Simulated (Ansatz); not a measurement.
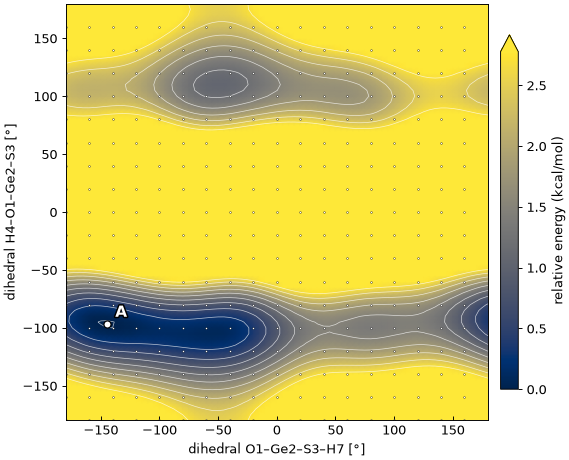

GeH5OS, SMILES [OH][GeH2][SH2+], charge +1. The first coordinate is: dihedral O1–Ge2–S3–H7; the second: dihedral H4–O1–Ge2–S3. Nothing is relaxed (all other coordinates rigid). The scan uses an 18 × 18 grid. Points are written as (first, second). Energies: kcal/mol, counted from the lowest grid point. These are results of RKS r2SCAN-D4/def2-SVP in Ansatz, not measurements.

Drawn: a smooth colour map with a few white contour lines, dots at the grid points, one colour for all values above the top of the scale, the well A. Between grid points the surface is interpolated.

Estimate the position of the minimum and the force constants in these coordinates. Take the well at A.

Answer. The interpolated minimum is at dihedral O1–Ge2–S3–H7 ≈ −145°, dihedral H4–O1–Ge2–S3 ≈ −97°. The curvatures there are about 0.066 eV/rad² and 0.38 eV/rad², with a cross term of about 0.05 eV/rad². Round the minimum the valley is somewhat tilted: raising dihedral O1–Ge2–S3–H7 shifts the best value of dihedral H4–O1–Ge2–S3 downwards (coupling k₁₂/√(k₁₁k₂₂) about 0.3). (1 eV is 23.1 kcal/mol.)
